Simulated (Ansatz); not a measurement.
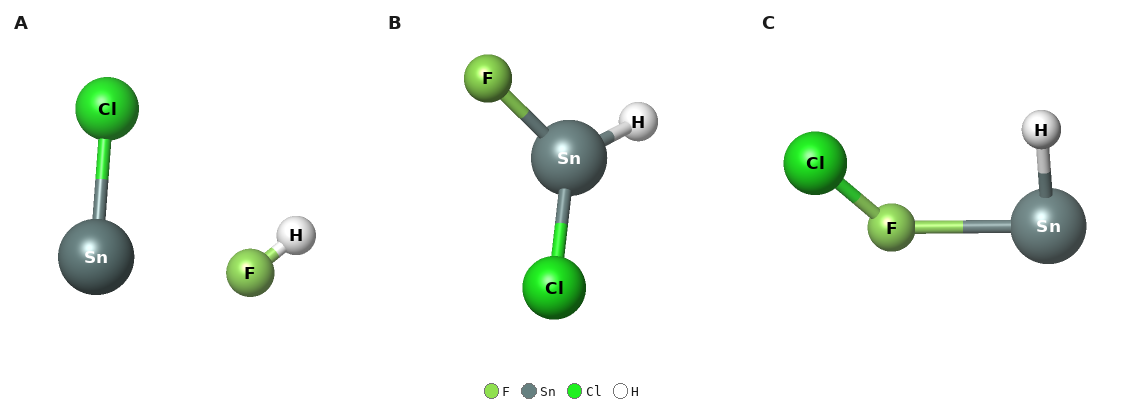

3 stationary structures of one formula. Charge +1, singlet. Geometries: PBE0-D4/def2-TZVP. Electronic energies: r2SCAN-D4/def2-TZVPP (Ansatz 0.2.0), without zero-point energy. No frequency run is at hand to confirm each as a minimum.

**Which structure is the most stable?**

A is lowest (Cs); B lies 40.5 kcal/mol above it (Cs), C lies 116.5 kcal/mol above it.
